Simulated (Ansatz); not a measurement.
The starting structures come from a database of crystals and need not be the phases stable at ambient conditions.

 Where the default PAW files enter, the runs use the earlier of Ansatz's two default sets.

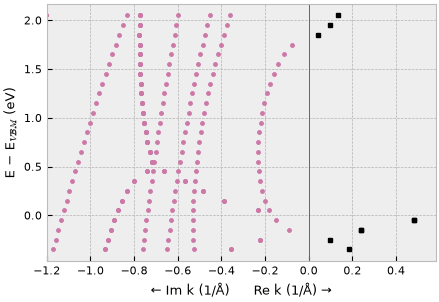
Figure: Complex bands at the centre of the two-dimensional zone; PBEsol in Ansatz (an electronic-structure program)

The gap is the functional's own, uncorrected, and κ follows it; spin-orbit coupling is left out. Mid-gap values are interpolated between the computed energies.

Question: This is Rb2Te (Fm-3m, anti-fluorite, not sure to be the ambient phase, 3 atoms a cell, 52.3 Å³ an atom) along the normal of (001). Read off the slowest decay at the centre of the two-dimensional zone at 0.95 eV, the computed energy nearest the middle of the gap.

Answer: κ ≈ 0.22 1/Å, a decay length 1/(2κ) of the density of 2.3 Å.
